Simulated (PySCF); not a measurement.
# C7H5NSi: electronic excitations

Aim: predict the electronic excitations of C7H5NSi (`C#C[Si@@H]1[C@@H](C#N)C12C=C2`).

Programs: PySCF 2.14.0, with density-fitted response routines of our own. Each step states its level of theory. These are calculated values for one molecule in the gas phase, unless marked as measured. Atoms count from 0, in the outputs and in this text.

## (1) The starting structure

14 atoms, charge 0, multiplicity 1; geometry from: GFN2-xTB.

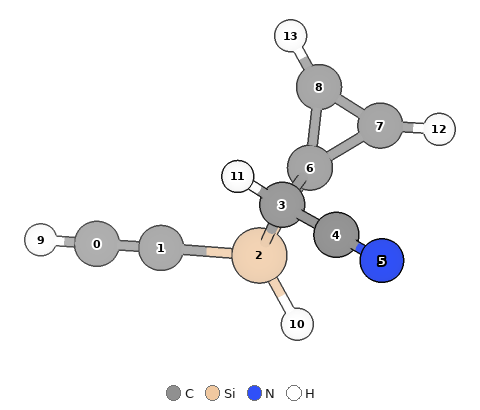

As it starts; carbon grey, silicon light orange, nitrogen blue, hydrogen white, atoms numbered.

## (2) Excited states and response: CAM-B3LYP/def2-SVPD

The job: settings as JSON, then the geometry in Å.

```
{"job": {"kind": "uv", "xc": "CAM-B3LYP", "basis": "def2-SVPD", "nstates": 8, "ntriplets": 3}, "charge": 0, "multiplicity": 1}
C      3.412538    -0.870841    -0.514608
C      2.250300    -0.648720    -0.730739
Si     0.477286    -0.327631    -1.086652
C     -0.264929     1.129766    -0.045195
C     -1.246099     1.953480    -0.619954
N     -2.062177     2.591170    -1.118531
C     -0.691105    -0.296010     0.356700
C     -2.011850    -0.777520     0.858277
C     -1.023902    -0.838760     1.705742
H      4.428327    -1.061055    -0.317441
H      0.030385    -0.542324    -2.448418
H      0.379434     1.658309     0.650981
H     -3.037471    -0.908724     0.616683
H     -0.641416    -1.061612     2.670989
```

With the program's defaults for keys left out, this is: TDDFT CAM-B3LYP/def2-SVPD, vertical, gas phase, core orbitals frozen in the response.

Started as:

```sh
$ OMP_NUM_THREADS=1 python probes_run.py task.json out
```

This one command runs all jobs of the session in turn.

The program printed:

```text
coarse grid: 13392 points
cycle   1  E = -613.0900546002  dE =  1.709e+00  |g| = 5.434e-01  |ddm| = 9.058e+00
cycle   2  E = -613.0302182817  dE =  5.984e-02  |g| = 8.153e-01  |ddm| = 2.311e+00
cycle   3  E = -613.1740188037  dE = -1.438e-01  |g| = 1.209e-01  |ddm| = 1.133e+00
cycle   4  E = -613.1772292615  dE = -3.210e-03  |g| = 4.906e-02  |ddm| = 2.603e-01
cycle   5  E = -613.1778120468  dE = -5.828e-04  |g| = 1.473e-02  |ddm| = 1.402e-01
cycle   6  E = -613.1778619325  dE = -4.989e-05  |g| = 5.282e-03  |ddm| = 3.372e-02
cycle   7  E = -613.1778688631  dE = -6.931e-06  |g| = 1.885e-03  |ddm| = 1.513e-02
final grid: 128240 points
cycle   8  E = -613.2826036328  dE = -2.847e-05  |g| = 3.919e-03  |ddm| = 8.419e-02
cycle   9  E = -613.2826004638  dE =  3.169e-06  |g| = 5.354e-03  |ddm| = 1.546e-02
cycle  10  E = -613.2826075903  dE = -7.126e-06  |g| = 7.281e-04  |ddm| = 7.934e-03
cycle  11  E = -613.2826077129  dE = -1.225e-07  |g| = 2.081e-04  |ddm| = 1.169e-03
cycle  12  E = -613.2826077220  dE = -9.192e-09  |g| = 7.880e-05  |ddm| = 5.780e-04
cycle  13  E = -613.2826077235  dE = -1.456e-09  |g| = 2.458e-05  |ddm| = 1.460e-04
cycle  14  E = -613.2826077236  dE = -1.210e-10  |g| = 9.674e-06  |ddm| = 4.455e-05
converged SCF energy = -613.2826077236

Static polarisability (au): isotropic 106.922, principal 80.084 99.188 141.495

Singlet excitations
state   eV       nm        f      main configurations
  1   5.1501    240.7   0.08959   H->L 0.86
  2   5.2482    236.2   0.01544   H->L+1 0.93
  3   5.6612    219.0   0.01035   H->L+2 0.57, H-1->L 0.20
  4   5.8135    213.3   0.12849   H-1->L 0.48, H-1->L+2 0.13
  5   6.1634    201.2   0.00637   H-2->L 0.65
  6   6.2299    199.0   0.00429   H-1->L+1 0.53, H->L+4 0.30
  7   6.3328    195.8   0.00484   H->L+4 0.44, H-1->L+1 0.33
  8   6.5097    190.5   0.13698   H-1->L+2 0.15, H->L+2 0.14, H-3->L+2 0.12

Triplet excitations (Tamm-Dancoff, eV): 3.7152 4.2794 4.9926
```

It took 2.1 min on 1 thread of Arm Neoverse N1, shared host; peak memory 1 GiB.

The orbitals next to the gap, with their largest atomic shares:

| orbital | eV | atoms |
| --- | --- | --- |
| HOMO−3 | -10.43 | C1 28 %, C0 26 %, C6 10 % |
| HOMO−2 | -10.33 | C1 39 %, C0 37 %, C6 6 % |
| HOMO−1 | -8.81 | C3 26 %, N5 20 %, C4 13 % |
| HOMO | -8.12 | C6 24 %, C8 16 %, C7 16 % |
| LUMO | -0.07 | Si2 28 %, C1 20 %, C0 18 % |
| LUMO+1 | 0.46 | C8 34 %, C7 33 %, C6 8 % |
| LUMO+2 | 0.69 | C0 28 %, C1 26 %, Si2 18 % |

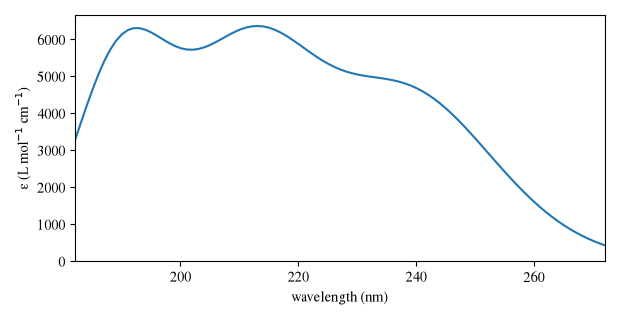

Absorption spectrum: each of the 8 states is a Gaussian band of 0.4 eV half-width at 1/e. Beyond the last state computed it falls off for lack of states.

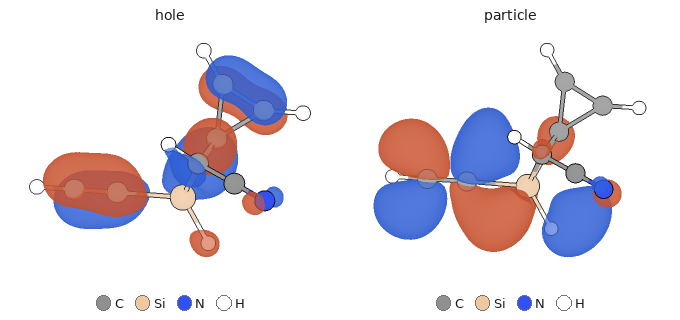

Leading natural transition orbitals of singlet state 8: the electron leaves the hole (left) for the particle orbital (right).

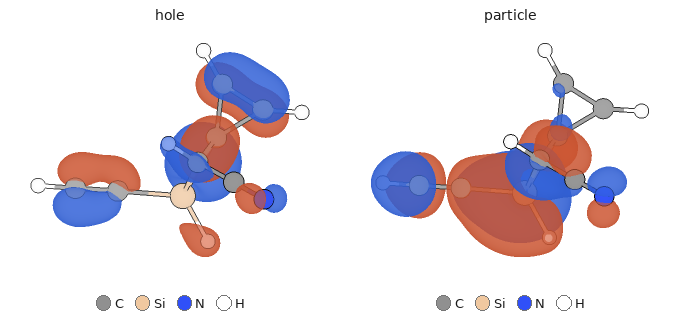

Leading natural transition orbitals of singlet state 1: the electron leaves the hole (left) for the particle orbital (right).

Ground-state properties from the same run:

| property | computed |
| --- | --- |
| dipole moment (D) | 5.35 |
| polarisability (Å³) | 15.84 |
| HOMO–LUMO gap (eV) | 8.05 |
| −ε(HOMO) (eV) | 8.12 |

The fields below are evaluated on a grid from the run's orbitals.

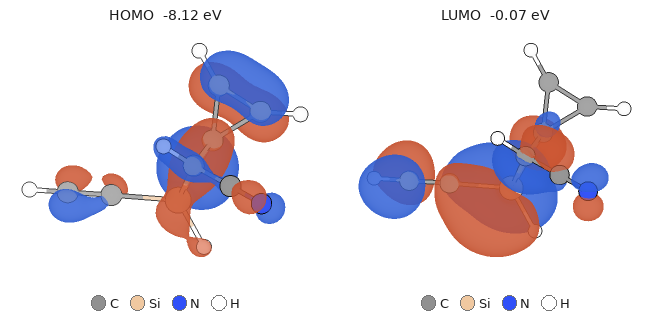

CAM-B3LYP/def2-SVPD orbitals near the gap, drawn at the value that encloses 70 % of each; the two colours are the two signs.

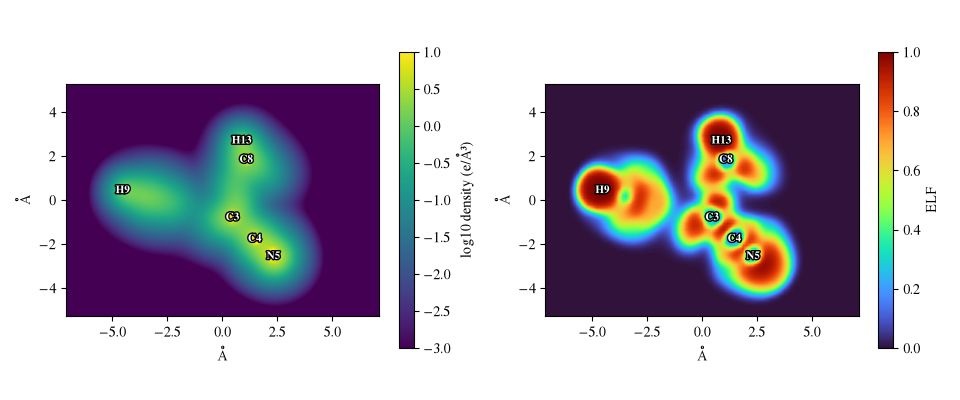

Density (left) and ELF (right) in a plane through or near 6 of the atoms.

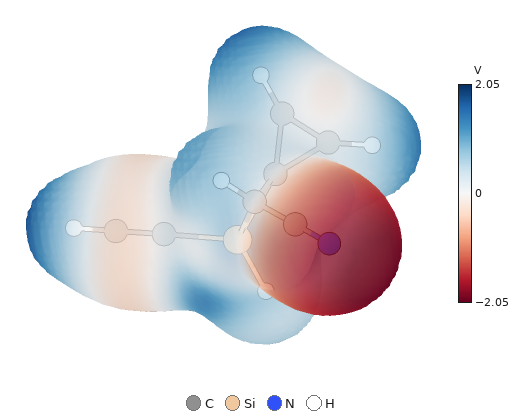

Electrostatic potential on the surface of density 0.002 e/bohr³; red is low, blue high. It runs from -2.05 V near N5 to 1.68 V near H9.

## (3) Results

| quantity | value |
| --- | --- |
| lowest singlet (CAM-B3LYP/def2-SVPD) | 5.15 eV (241 nm), f = 0.090 |
| brightest single state of those computed | state 8, 6.51 eV, f = 0.137 |
| lowest triplet | 3.72 eV |
| surface potential, least and greatest | -2.05 V and 1.68 V |

In words: The lowest singlet, at 5.15 eV, is HOMO→LUMO 0.86 and is bright; of the 8 states computed, the strongest absorption comes from state 8 at 6.51 eV (the last computed, so partners may be missing). The lowest triplet lies 1.43 eV below the lowest singlet (triplets in Tamm-Dancoff, singlets in full TDDFT).
